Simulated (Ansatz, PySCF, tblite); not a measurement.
Dissociation curve of H3As, SMILES [AsH3]. The As1–H4 bond (As1 also carries H, H; H4 carries nothing else) is pulled apart rigidly from the PBE0/def2-TZVP optimised geometry.

```
4

As     0.0000     0.0000     0.0000
H     -1.5198    -0.0547    -0.0528
H      0.0000     1.5208    -0.0528
H      0.0000     0.0000     1.5217
```

RCCSD(T) = CCSD(T) on RHF/cc-pVDZ, 9 core orbitals frozen (PySCF 2.14.0); CASSCF(2,2)/cc-pVDZ (PySCF); UKS-PBE = unrestricted PBE/cc-pVDZ (Ansatz, a quantum-chemistry and plane-wave program); RMP2/6-31G* = restricted MP2 (frozen core)/6-31G*, spherical d in PySCF; GFN2-xTB, 300 K electronic temperature (tblite).

Energies are in kJ/mol, each relative to the lowest point of its own curve near equilibrium.

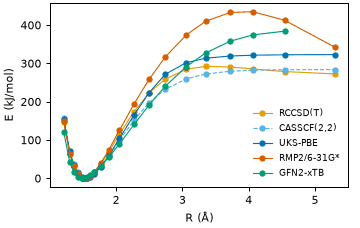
*Energy against bond length for each method.*

```tsv
R / Å	RCCSD(T)	CASSCF(2,2)	UKS-PBE	RMP2/6-31G*	GFN2-xTB
1.21	146.5	157.8	153.8	148.7	120.0
1.30	64.0	71.8	69.8	64.4	42.5
1.36	31.2	36.8	35.6	31.0	17.1
1.42	11.5	15.1	14.4	11.1	4.4
1.49	1.1	2.5	2.2	1.0	0.0
1.52	0.0	0.3	0.2	0.0	0.4
1.56	1.0	0.0	0.0	1.3	2.6
1.61	5.5	2.9	3.1	6.3	7.3
1.67	14.8	10.2	10.6	16.3	15.1
1.77	36.7	28.7	29.8	39.6	31.6
1.89	68.9	57.0	59.4	74.3	55.0
2.05	114.8	98.2	103.8	125.1	89.5
2.27	173.8	151.9	165.2	194.1	140.4
2.50	223.2	197.6	223.8	259.1	191.9
2.74	259.0	232.0	271.3	316.3	239.8
3.06	284.5	259.5	301.9	374.4	291.7
3.35	292.0	272.2	313.3	409.8	327.0
3.72	290.5	279.4	319.1	432.8	357.8
4.06	285.4	282.0	321.2	434.8	374.1
4.54	278.6	283.3	322.3	412.6	384.0
5.30	272.3	283.7	322.8	342.2	—
```

At the longest distance, 5.30 Å, RMP2/6-31G* lies highest above its minimum (342.2 kJ/mol) and RCCSD(T) lowest (272.3 kJ/mol).

The RCCSD(T) curve passes through a maximum at 3.35 Å and then falls by 19.7 kJ/mol up to the last usable point.

The RMP2/6-31G* curve passes through a maximum at 4.06 Å and then falls by 92.6 kJ/mol up to the last usable point.

A dash means that the run gave no value there, or that the column was ended at a point which the program doubted or which failed a test of continuity chosen for this set; such a test can also cut sound points.

The T1 diagnostic of CCSD on the restricted reference of RCCSD(T) exceeds 0.045 at 3.72 to 5.30 Å. The unrestricted determinant behind UKS-PBE is spin-contaminated at 2.74 to 5.30 Å (<S²> up to 1.0, against 0.00 for a pure singlet). The restricted form behind RMP2/6-31G* keeps the bonding electrons paired and can't separate into open-shell fragments.
